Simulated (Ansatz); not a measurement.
**Σ5 (210) boundary in fcc Al: structure and resistance**

Wanted: what the Σ5 (210) boundary in fcc Al costs an interconnect.

Main program and level: Ansatz 0.2.0; Ansatz plane-wave DFT, PBE, PAW files; relaxation of a bicrystal slab with its lowest layers held; PAW set soft_1, in the first sound run; inputs show where later runs differ.

## 1. The starting structure

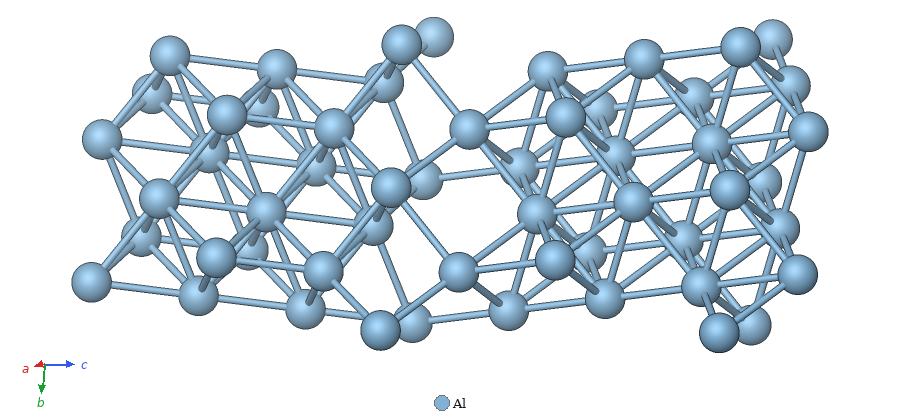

Start, viewed from the side, with the c axis across the page; aluminium light blue. 1×2×1 cells are drawn. Some periodic images of atoms are drawn too.

The cell holds 21 atoms: 21 Al. Cell: a = 4.958 Å, b = 4.048 Å, c = 30.008 Å, α = 90.0°, β = 90.0°, γ = 65.9°. It derives from Al. built on the (2 1 0) plane; 2 overlapping atoms removed and the grains opened by 0 Å. Vacuum lies along c.

## 2. Relaxing the bicrystal

The boundary is built by mirroring the lower grain in the boundary plane and removing any atoms that overlap. A thin bicrystal slab is relaxed first, with the lowest layers held and the upper grain free to shift and open.

input.yaml

```yaml
crystal:
  lattice:
    - [4.957730497, 0.0, 0.0]
    - [1.6525768323, 3.6952741352, 0.0]
    - [0.0, 0.0, 30.0082257911]
  atoms:
    - { symbol: Al, position: [0.6, 0.7000000001, 0.1666209804] }
    - { symbol: Al, position: [0.2, 0.4000000001, 0.1967844967] }
    - { symbol: Al, position: [0.8, 0.1000000001, 0.226948013] }
    - { symbol: Al, position: [0.4, 0.8000000001, 0.2571115294] }
    - { symbol: Al, position: [1.0, 0.5000000001, 0.2872750457] }
    - { symbol: Al, position: [0.6, 0.2, 0.3174385621] }
    - { symbol: Al, position: [0.2, 0.9, 0.3476020784] }
    - { symbol: Al, position: [0.8, 0.6, 0.3777655948] }
    - { symbol: Al, position: [0.4, 0.3, 0.4079291111] }
    - { symbol: Al, position: [0.0, 0.0, 0.4380926274] }
    - { symbol: Al, position: [0.8, 0.6, 0.4984196601] }
    - { symbol: Al, position: [0.2, 0.9, 0.5285831765] }
    - { symbol: Al, position: [0.6, 0.2, 0.5587466928] }
    - { symbol: Al, position: [1.0, 0.5000000001, 0.5889102092] }
    - { symbol: Al, position: [0.4, 0.8000000001, 0.6190737255] }
    - { symbol: Al, position: [0.8, 0.1000000001, 0.6492372419] }
    - { symbol: Al, position: [0.2, 0.4000000001, 0.6794007582] }
    - { symbol: Al, position: [0.6, 0.7000000001, 0.7095642745] }
    - { symbol: Al, position: [1.0, 1.0e-10, 0.7397277909] }
    - { symbol: Al, position: [0.4, 0.3000000001, 0.7698913072] }
    - { symbol: Al, position: [0.8, 0.6000000001, 0.8000548236] }
kpoints:
  mp_grid: { grid: [6, 6, 1] }
hamiltonian:
  xc: pbe
  pseudopotentials: { kind: paw, azcp: { folder: soft_1 } }
scf:
  occupations: { method: fermi_dirac, width: 0.1 }
relax:
  f_tol: 0.03
  max_steps: 80
  constraints: [{ sites: [0, 1, 2, 3] }]
```

Run with:

```
ansatz run input.yaml --threads 4 --pin off --max-ram 15360MiB --backend cpu --events-out ev --progress --plain --runs-dir out
```

Numbers of over 12 decimals in the logs are rounded to 6 here.

Log:

```text
Engine: ansatz 0.2.0, aarch64-unknown-linux-gnu
Pseudopotentials: kind: paw
Pseudopotential: Al, paw, valence charge 3, recommended cutoff 420 eV (normal), soft_1/Al.paw.azcp
Functional definition: PBE
  parameter kappa = 0.804
  parameter beta = 0.066725
  exchange = pbe_x(kappa = kappa, mu = beta*pi^2/3)
  correlation = pbe_c(beta = beta)
Crystal: 21 atoms, lattice volume = 549.756 Å³
Basis set: ecut = 420 eV, 10749 PW (Γ), exchange–correlation on 72×60×432 points (8 copies of the dense FFT grid, shifted against one another)
Bands: 53, of which v1, the nominal top of the filled ones, is band 32 counted from 1 (31 counted from 0)
Symmetry: 2 space group operations
Space group: Cm (ITA 8), of the structure as read, at distance tolerance 8.2e-5 Å
k-points: 13 of 36 (time reversal used)
Non-local potential: Al, projectors of the file, l = 0: 2, l = 1: 2, l = 2: 1
PAW form: soft (Blöchl's): semilocal exchange-correlation on the pseudo side does not see the compensation charge
PAW one-centre angular grid: Al, 110 points (default); XC on 64 Gauss nodes
Initial density: superposition of atomic densities (neutral atoms: chi_scale 0, normalization atom)
Initial wavefunctions: pseudopotential atomic-orbital guess
Functional: x = pbe(κ = 0.804, μ = 0.219515), c = pbe(β = 0.066725)
SCF iter   1: F=—  HF=-11286.784437 eV  |F-HF|=—  |Δ(HF+E_count)|=         —  Δρ=2.12e-2  dr2=2.78e1  ethr=3.10e-3  ⟨swp⟩=9.9  Hψ=4223  notcnv=0  defer=6
preconditioner: auto → LDOS  [metal: Δε(μ)=0.052 eV  Ē_g=6.443 eV  σ=0.100 eV  W_gap=0.13  n_scr=80 (ndim 8)  ℏωp=12.6 eV  f_vac=0.230  D(μ)=8.97/eV (n_scr^D=46)  β→1.0]
SCF iter   2: F=—  HF=-11284.678913 eV  |F-HF|=—  |Δ(HF+E_count)|=    2.11e0  Δρ=9.63e-3  dr2=5.92e0  ethr=3.10e-3  ⟨swp⟩=7.1  Hψ=1937  notcnv=0  defer=26
SCF iter   3: F=—  HF=-11284.383758 eV  |F-HF|=—  |Δ(HF+E_count)|=   2.95e-1  Δρ=1.86e-3  dr2=7.17e-2  ethr=3.10e-3  ⟨swp⟩=4.8  Hψ=1330  notcnv=0  defer=28
SCF iter   4: F=—  HF=-11284.376108 eV  |F-HF|=—  |Δ(HF+E_count)|=   7.65e-3  Δρ=4.72e-4  dr2=5.86e-3  ethr=1.14e-4  ⟨swp⟩=2.4  Hψ=1254  notcnv=0  defer=27
SCF iter   5: F=—  HF=-11284.376273 eV  |F-HF|=—  |Δ(HF+E_count)|=   1.65e-4  Δρ=1.22e-4  dr2=6.66e-4  ethr=9.30e-6  ⟨swp⟩=1.8  Hψ=772  notcnv=0  defer=26
SCF iter   6: F=-11284.376309 eV  HF=-11284.376310 eV  |F-HF|=1.15e-6  |Δ(HF+E_count)|=   3.66e-5  Δρ=2.28e-5  dr2=6.70e-6  ethr=3.57e-8  ⟨swp⟩=4.5  Hψ=2856  notcnv=0
SCF 1 converged in 6 iterations: F = -11284.376309 eV  dr2 = 6.70e-6
  greatest PAW one-centre occupation: 0.505 electrons in one spin orbital (limit 2), on the Al atom at site 0 (counted from 0), in its partial waves of l = 0
relax step   1: F+E_penalty+E_count = -11284.37630889 eV  Δ(F+E_penalty+E_count) = +0.000e0 eV  max|allowed force component| = 3.468e-1 eV/Å  Δτ_max = 0.0000 Å  (6 SCF iters, dr2 threshold 2.25e-5 eV, accepted)
Initial density: handed on by an earlier stage of this run
Initial wavefunctions: those handed on with the density
iter 1 solved again at ethr=2.10e-3 eV; its pass at ethr=3.10e-3 eV (dr2=1.32e0 eV) is discarded
SCF iter   1: F=—  HF=-11284.628749 eV  |F-HF|=—  |Δ(HF+E_count)|=         —  Δρ=4.30e-3  dr2=1.33e0  ethr=2.10e-3  ⟨swp⟩=1.0  Hψ=3262  notcnv=0  defer=20
preconditioner: auto → LDOS  [metal: Δε(μ)=0.009 eV  Ē_g=6.311 eV  σ=0.100 eV  W_gap=0.02  n_scr=80 (ndim 8)  ℏωp=12.6 eV  f_vac=0.246  D(μ)=9.08/eV (n_scr^D=46)  β→1.0]
SCF iter   2: F=—  HF=-11284.544852 eV  |F-HF|=—  |Δ(HF+E_count)|=   8.39e-2  Δρ=1.13e-3  dr2=3.38e-2  ethr=2.10e-3  ⟨swp⟩=1.1  Hψ=669  notcnv=0  defer=20
SCF iter   3: F=—  HF=-11284.544088 eV  |F-HF|=—  |Δ(HF+E_count)|=   7.65e-4  Δρ=3.40e-4  dr2=3.14e-3  ethr=5.37e-5  ⟨swp⟩=2.1  Hψ=1114  notcnv=0  defer=23
SCF iter   4: F=—  HF=-11284.543772 eV  |F-HF|=—  |Δ(HF+E_count)|=   3.16e-4  Δρ=5.32e-5  dr2=5.69e-5  ethr=4.99e-6  ⟨swp⟩=2.6  Hψ=1008  notcnv=0  defer=23
SCF iter   5: F=-11284.543775 eV  HF=-11284.543775 eV  |F-HF|=1.55e-7  |Δ(HF+E_count)|=   3.13e-6  Δρ=1.09e-5  dr2=1.09e-6  ethr=1.19e-8  ⟨swp⟩=5.3  Hψ=2452  notcnv=0
SCF 2 converged in 5 iterations: F = -11284.543775 eV  dr2 = 1.09e-6
relax step   2: F+E_penalty+E_count = -11284.54377484 eV  Δ(F+E_penalty+E_count) = -1.675e-1 eV  max|allowed force component| = 3.539e-1 eV/Å  Δτ_max = 0.1938 Å  (5 SCF iters, dr2 threshold 7.52e-6 eV, accepted)
iter 1 solved again at ethr=8.63e-4 eV; its pass at ethr=3.10e-3 eV (dr2=5.44e-1 eV) is discarded
SCF iter   1: F=—  HF=-11284.636168 eV  |F-HF|=—  |Δ(HF+E_count)|=         —  Δρ=3.41e-3  dr2=5.52e-1  ethr=8.63e-4  ⟨swp⟩=1.2  Hψ=3005  notcnv=0  defer=24
preconditioner: auto → LDOS  [metal: Δε(μ)=0.013 eV  Ē_g=6.349 eV  σ=0.100 eV  W_gap=0.03  n_scr=80 (ndim 8)  ℏωp=12.6 eV  f_vac=0.252  D(μ)=9.42/eV (n_scr^D=58)  β→1.0]
SCF iter   2: F=—  HF=-11284.610125 eV  |F-HF|=—  |Δ(HF+E_count)|=   2.60e-2  Δρ=6.48e-4  dr2=9.89e-3  ethr=8.63e-4  ⟨swp⟩=1.2  Hψ=667  notcnv=0  defer=24
SCF iter   3: F=—  HF=-11284.608790 eV  |F-HF|=—  |Δ(HF+E_count)|=   1.34e-3  Δρ=1.96e-4  dr2=6.24e-4  ethr=1.57e-5  ⟨swp⟩=2.2  Hψ=1065  notcnv=0  defer=24
SCF iter   4: F=—  HF=-11284.608772 eV  |F-HF|=—  |Δ(HF+E_count)|=   1.81e-5  Δρ=3.70e-5  dr2=1.53e-5  ethr=9.91e-7  ⟨swp⟩=2.2  Hψ=922  notcnv=0  defer=24
SCF iter   5: F=-11284.608778 eV  HF=-11284.608777 eV  |F-HF|=2.61e-7  |Δ(HF+E_count)|=   5.66e-6  Δρ=9.64e-6  dr2=7.48e-7  ethr=1.24e-8  ⟨swp⟩=5.0  Hψ=2304  notcnv=0
SCF 3 converged in 5 iterations: F = -11284.608778 eV  dr2 = 7.48e-7
relax step   3: F+E_penalty+E_count = -11284.60877774 eV  Δ(F+E_penalty+E_count) = -6.500e-2 eV  max|allowed force component| = 8.048e-2 eV/Å  Δτ_max = 0.1944 Å  (5 SCF iters, dr2 threshold 7.83e-6 eV, accepted)
[... from here on, the SCF cycles and remarks between the steps are left out ...]
relax step   4: F+E_penalty+E_count = -11284.65036896 eV  Δ(F+E_penalty+E_count) = -4.159e-2 eV  max|allowed force component| = 4.145e-2 eV/Å  Δτ_max = 0.1943 Å  (6 SCF iters, accepted)
relax step   5: F+E_penalty+E_count = -11284.66591667 eV  Δ(F+E_penalty+E_count) = -1.555e-2 eV  max|allowed force component| = 4.652e-2 eV/Å  Δτ_max = 0.1949 Å  (7 SCF iters, accepted)
relax step   6: F+E_penalty+E_count = -11284.67167307 eV  Δ(F+E_penalty+E_count) = -5.756e-3 eV  max|allowed force component| = 2.088e-2 eV/Å  Δτ_max = 0.0757 Å  (6 SCF iters, accepted)
relax step   7: F+E_penalty+E_count = -11284.68290528 eV  Δ(F+E_penalty+E_count) = -1.123e-2 eV  max|allowed force component| = 5.498e-2 eV/Å  Δτ_max = 0.1964 Å  (6 SCF iters, accepted)
relax step   8: F+E_penalty+E_count = -11284.69324500 eV  Δ(F+E_penalty+E_count) = -1.034e-2 eV  max|allowed force component| = 4.440e-2 eV/Å  Δτ_max = 0.1908 Å  (6 SCF iters, accepted)
relax step   9: F+E_penalty+E_count = -11284.69667248 eV  Δ(F+E_penalty+E_count) = -3.427e-3 eV  max|allowed force component| = 1.413e-1 eV/Å  Δτ_max = 0.1942 Å  (5 SCF iters, dr2 threshold 1.29e-6 eV, accepted)
relax step  10: F+E_penalty+E_count = -11284.70270886 eV  Δ(F+E_penalty+E_count) = -6.036e-3 eV  max|allowed force component| = 4.784e-2 eV/Å  Δτ_max = 0.1928 Å  (5 SCF iters, dr2 threshold 1.30e-5 eV, accepted)
relax step  11: F+E_penalty+E_count = -11284.70391712 eV  Δ(F+E_penalty+E_count) = -1.208e-3 eV  max|allowed force component| = 4.388e-2 eV/Å  Δτ_max = 0.0423 Å  (5 SCF iters, accepted)
SCF iter   1: F=—  HF=-11284.704719 eV  |F-HF|=—  |Δ(HF+E_count)|=         —  Δρ=2.07e-4  dr2=1.93e-3  ethr=1.16e-5  ⟨swp⟩=2.1  Hψ=1551  notcnv=0  defer=28
preconditioner: auto → LDOS  [metal: Δε(μ)=0.024 eV  Ē_g=6.378 eV  σ=0.100 eV  W_gap=0.06  n_scr=80 (ndim 8)  ℏωp=12.6 eV  f_vac=0.258  D(μ)=9.79/eV (n_scr^D=58)  β→1.0]
SCF iter   2: F=—  HF=-11284.704561 eV  |F-HF|=—  |Δ(HF+E_count)|=   1.58e-4  Δρ=5.55e-5  dr2=3.65e-5  ethr=3.06e-6  ⟨swp⟩=1.4  Hψ=814  notcnv=0  defer=28
SCF iter   3: F=—  HF=-11284.704510 eV  |F-HF|=—  |Δ(HF+E_count)|=   5.08e-5  Δρ=1.77e-5  dr2=6.78e-6  ethr=5.79e-8  ⟨swp⟩=2.8  Hψ=1378  notcnv=0  defer=28
SCF iter   4: F=-11284.704509 eV  HF=-11284.704509 eV  |F-HF|=4.56e-8  |Δ(HF+E_count)|=   1.01e-6  Δρ=2.79e-6  dr2=8.50e-8  ethr=1.59e-10  ⟨swp⟩=4.2  Hψ=3057  notcnv=0
SCF 12 converged in 4 iterations: F = -11284.704509 eV  dr2 = 8.50e-8
relax step  12: F+E_penalty+E_count = -11284.70450917 eV  Δ(F+E_penalty+E_count) = -5.921e-4 eV  max|allowed force component| = 5.208e-3 eV/Å  Δτ_max = 0.0095 Å  (4 SCF iters, accepted)
SCF converged after 4 iterations
Free energy (F): -11284.704509 eV
Harris-Foulkes:  -11284.704509 eV  (|F-HF|=4.56e-8)
Internal energy: -11284.386320 eV  (E = F + TS)
E sigma→0 (E₀):  -11284.545415 eV
Entropy (-TS):   -0.318189 eV (-15.152 meV/atom)
Fermi energy:    3.493094 eV
--- Per-component energies (eV) ---
  E_band       = -43.316979
  E_kinetic    = 454.952535
  E_local      = -11184.724157  (includes V_loc(G=0)·N_el)
  E_nonlocal   = 211.788348
  E_hartree    = 5573.330221
  E_xc         = -781.264325
  E_vxc        = -598.850310  (∫ρ·V_xc dr)
  E_paw        = -9857.048428  (= ΣΔE_a)
  E_vpaw       = -73.129414  (= ΣTr[D̂ρ^β])
  E_aug_tail   = -0.000043  (compensation charges beyond the density's cutoff)
  E_ewald      = 4298.579529
  E_smearing   = -0.318189  (= −TS)
  E_closure    = -0.000000  (closes the sum)
  Σ components = -11284.704509   (vs F -11284.704509, Δ=0.00e0)
--- Forces (eV/Å), atoms counted from 1 ---
  atom   1  Al    -0.02204809     0.00986020     0.28695980
  atom   2  Al    -0.07428837     0.03322277    -0.27009145
  atom   3  Al     0.04860047    -0.02173479    -0.02621198
  atom   4  Al     0.05230902    -0.02339330     0.01591904
  atom   5  Al     0.00094832    -0.00042410     0.00108138
  atom   6  Al    -0.00016629     0.00007437     0.00108471
  atom   7  Al    -0.00252431     0.00112890     0.00108970
  atom   8  Al     0.00092179    -0.00041224     0.00088978
  atom   9  Al     0.00269713    -0.00120619     0.00085929
  atom  10  Al    -0.00520847     0.00232930    -0.00449934
  atom  11  Al     0.00404649    -0.00180965     0.00155633
  atom  12  Al    -0.00006141     0.00002746     0.00127835
  atom  13  Al    -0.00184134     0.00082347    -0.00318006
  atom  14  Al     0.00090985    -0.00040690     0.00242426
  atom  15  Al    -0.00104488     0.00046728     0.00111937
  atom  16  Al    -0.00200759     0.00089782    -0.00221532
  atom  17  Al     0.00074940    -0.00033514    -0.00131600
  atom  18  Al    -0.00258603     0.00115651    -0.00384405
  atom  19  Al     0.00011490    -0.00005138    -0.00058587
  atom  20  Al    -0.00011169     0.00004995    -0.00257447
  atom  21  Al     0.00061812    -0.00027643     0.00017272
  max |Σ_I F_I| component: 8.38e-5 eV/Å
--- Relaxed structure (12 steps of the walk, 12 accepted, 0 SCFs on fresh bases) ---
  F+E_penalty+E_count = -11284.70450917 eV   max|allowed force component| = 5.208e-3 eV/Å
  atoms:
    - { symbol: Al, position: [0.600000, 0.700000, 0.166621] }
    - { symbol: Al, position: [0.200000, 0.4, 0.1967844967] }
    - { symbol: Al, position: [0.800000, 0.100000, 0.226948] }
    - { symbol: Al, position: [0.400000, 0.800000, 0.2571115294] }
    - { symbol: Al, position: [1.008682, 0.495659, 0.287745] }
    - { symbol: Al, position: [0.614067, 0.192967, 0.318020] }
    - { symbol: Al, position: [0.218781, 0.890610, 0.346787] }
    - { symbol: Al, position: [0.810704, 0.594648, 0.378271] }
    - { symbol: Al, position: [0.416769, 0.291615, 0.411356] }
    - { symbol: Al, position: [0.012194, -0.00609714, 0.433572] }
    - { symbol: Al, position: [0.602875, 0.698562, 0.476373] }
    - { symbol: Al, position: [0.00409623, 0.997952, 0.518913] }
    - { symbol: Al, position: [0.409727, 0.295136, 0.541120] }
    - { symbol: Al, position: [0.803919, 0.598041, 0.574377] }
    - { symbol: Al, position: [0.210402, 0.894799, 0.605564] }
    - { symbol: Al, position: [0.606675, 0.196663, 0.634276] }
    - { symbol: Al, position: [0.00260452, 0.498698, 0.665159] }
    - { symbol: Al, position: [0.391586, 0.804207, 0.694578] }
    - { symbol: Al, position: [0.793068, 0.103466, 0.725163] }
    - { symbol: Al, position: [0.180627, 0.409686, 0.759524] }
    - { symbol: Al, position: [0.579991, 0.710005, 0.781728] }
```

Elapsed: 89 s, on 4 threads of Arm Neoverse V1, shared host; peak memory 1 GiB.

Relaxation path:

| step | energy less that of the first step (eV) | largest force component (eV/Å) |
| --- | --- | --- |
| 1 | 0.0000 | 0.3468 |
| 2 | -0.1675 | 0.3539 |
| 3 | -0.2325 | 0.0805 |
| 4 | -0.2741 | 0.0414 |
| 5 | -0.2896 | 0.0465 |
| 6 | -0.2954 | 0.0209 |
| 7 | -0.3066 | 0.0550 |
| 8 | -0.3169 | 0.0444 |
| 9 | -0.3204 | 0.1413 |
| 10 | -0.3264 | 0.0478 |
| 11 | -0.3276 | 0.0439 |
| 12 | -0.3282 | 0.0052 |

The run keeps the 2 symmetry operations that it works with, so distortions that break them were not tested.

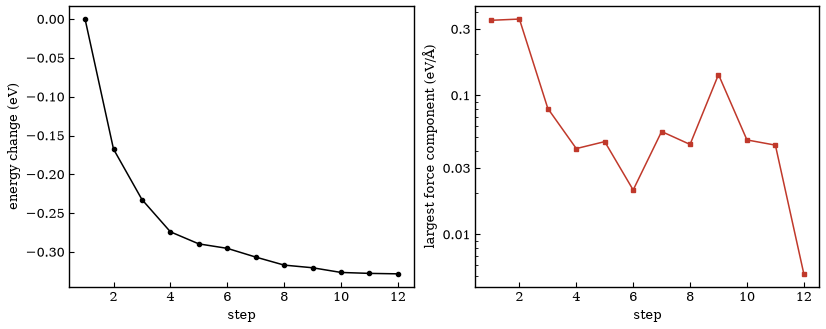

Energy and largest force along the relaxation.

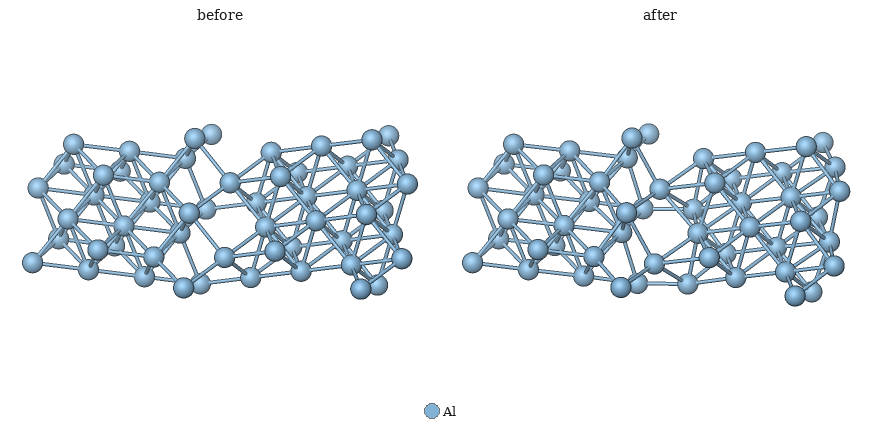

Before and after, at one scale.

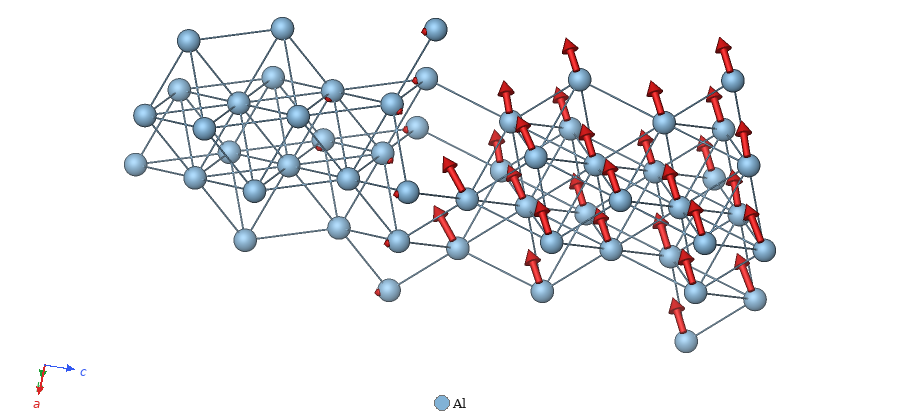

Displacements in the relaxation, exaggerated; the longest in the cell stands for 1.14 Å. 1×2×1 cells are drawn. Some periodic images of atoms are drawn too.

The atoms that moved most (Å):

| atom | dx | dy | dz | length |
| --- | --- | --- | --- | --- |
| Al21 | -0.909 | 0.406 | -0.550 | 1.137 |
| Al11 | -0.814 | 0.364 | -0.662 | 1.111 |
| Al18 | -0.861 | 0.385 | -0.450 | 1.045 |
| Al20 | -0.906 | 0.405 | -0.311 | 1.040 |
| Al19 | -0.855 | 0.382 | -0.437 | 1.033 |
| Al13 | -0.786 | 0.352 | -0.529 | 1.011 |
| Al17 | -0.816 | 0.365 | -0.427 | 0.990 |
| Al14 | -0.810 | 0.362 | -0.436 | 0.989 |

Numbers from this step:

```yaml
free_energy: -11284.7045 eV
energy_at_zero_smearing: -11284.5454 eV
fermi_energy: 3.493 eV
```

The largest force component on a free atom ends at 0.0052 eV/Å, under the tolerance of 0.03, after 12 steps.

(Continued in part 2 of 3.)

[Logs are printed without paths, hosts, clocks, repeated set-up lines and the standing remarks that a program may print on its own settings, such as how far it seeks lower states.]

[Hosts, paths, dates, database ids (printed as entryN), source tags and the programs' standing remarks are cut or masked in the printed files.]
